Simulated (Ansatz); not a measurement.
# ScAl3, response to strain

The parent structure is ScAl₃ in the Cu3Au type structure (space group Pm-3m, No. 221; relaxed with 0.1 eV smearing).

```yaml
crystal:
  lattice:
    - [4.03268, 0.00000, 0.00000]
    - [0.00000, 4.03268, 0.00000]
    - [0.00000, 0.00000, 4.03268]
  atoms:
    - { symbol: Sc, position: [0.00000, 0.00000, 0.00000] }
    - { symbol: Al, position: [0.00000, 0.50000, 0.50000] }
    - { symbol: Al, position: [0.50000, 0.00000, 0.50000] }
    - { symbol: Al, position: [0.50000, 0.50000, 0.00000] }
```

Cartesian axes are those of the cell as printed.

Strains are applied to the cell and any free atomic positions relax.

Computed with LDA, PAW, 420 eV (Ansatz, a program for electronic structure; spin-orbit coupling left out).

Notes on the quantities. pressure: mean of the normal stresses, compression positive.

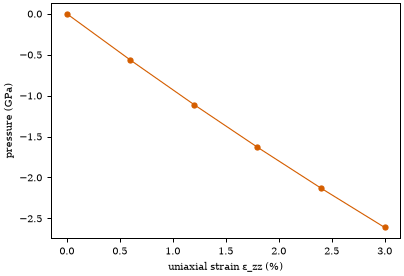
Figure: Pressure against uniaxial strain ε_zz

**Question.** From the plot, what is the pressure for uniaxial strain ε_zz = +3.00 %?

**Answer.** About -2.6 GPa.

**Question.** Is the trend monotonic over the range shown?

**Answer.** Yes, it falls throughout, spanning -2.6 GPa to 0.0 GPa.

Stability against distortions was not tested. The final runs are not spin-polarised.
